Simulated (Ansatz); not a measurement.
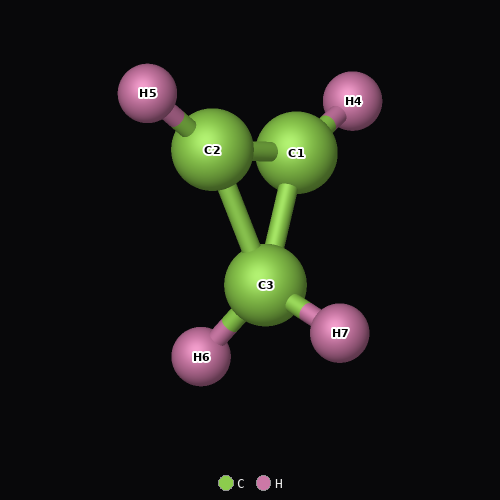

The system is C₃H₄ (SMILES C1=CC1) with the probe H2O; the picture shows it without the atoms that are moved over the map. 
- The probe is moved over a plane parallel to the molecule's main plane, 3.43 Å above it.
- Coordinates scanned: (1) x of the probe's H atom; (2) y of the probe's H atom.
- Nothing is relaxed (molecule and probe rigid, the probe upright with H nearest the plane).
- The scan uses a 9 × 9 grid; 60 points were computed and 21 follow by symmetry.
- Points are written as (first, second).
- All energies are given in meV relative to the lowest grid point.
- All numbers below come from RKS PBE-D4/def2-SVPD (Ansatz).

Range: x of the probe's H atom from −2.56 to 2.56 Å; y of the probe's H atom from −2.56 to 2.56 Å.

What will the energy surface look like?

The lowest grid point is at (−0.64 Å, 0.00 Å). No other kind of well shows on this grid. The highest grid point, (−2.56 Å, −2.56 Å), lies 53.7 meV above the lowest. Near the minimum the curvatures are about 0.02 and 0.028 eV/Å² along the soft and the stiff direction.

```
y of the probe's H atom ↓, x of the probe's H atom →  −2.56  −1.92  −1.28  −0.64  0.00  0.64  1.28  1.92  2.56
                                                2.56   53.7   50.1   46.8   44.6  43.7  43.8  45.0  47.4  50.5
                                                1.92   46.0   40.0   34.9   32.1  31.9  33.3  36.0  40.0  45.2
                                                1.28   37.1   28.3   21.1   17.8  18.8  22.3  27.1  32.9  39.6
                                                0.64   29.8   18.5    9.1    5.2   7.9  14.0  20.7  28.0  34.6
                                                0.00   27.0   14.6    4.1    0.0   3.4  10.7  17.9  25.4  31.3
                                               −0.64   29.8   18.5    9.1    5.2   7.9  14.0  20.7  28.0  34.6
                                               −1.28   37.1   28.3   21.1   17.8  18.8  22.3  27.1  32.9  39.6
                                               −1.92   46.0   40.0   34.9   32.1  31.9  33.3  36.0  40.0  45.2
                                               −2.56   53.7   50.1   46.8   44.6  43.7  43.8  45.0  47.3  50.5
```

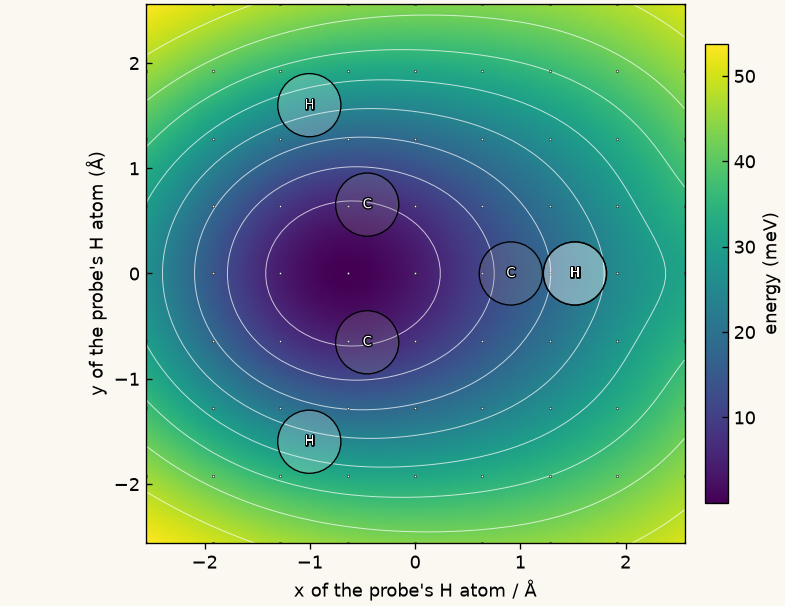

Drawn: a smooth colour map with a few white contour lines, dots at the grid points, labelled circles for the molecule's atoms, projected on the plane. Between grid points the surface is interpolated.

Each point was launched as `ansatz run input.yaml --threads 1 --pin off --max-ram 2560MiB --backend cpu --events-out ev --progress --plain --runs-dir out`. Time for the 60 points that were run: 6.3 min on 1 thread of Intel(R) Xeon(R) Platinum 8259CL CPU @ 2.50GHz (Skylake/Cascade Lake), on a shared host.
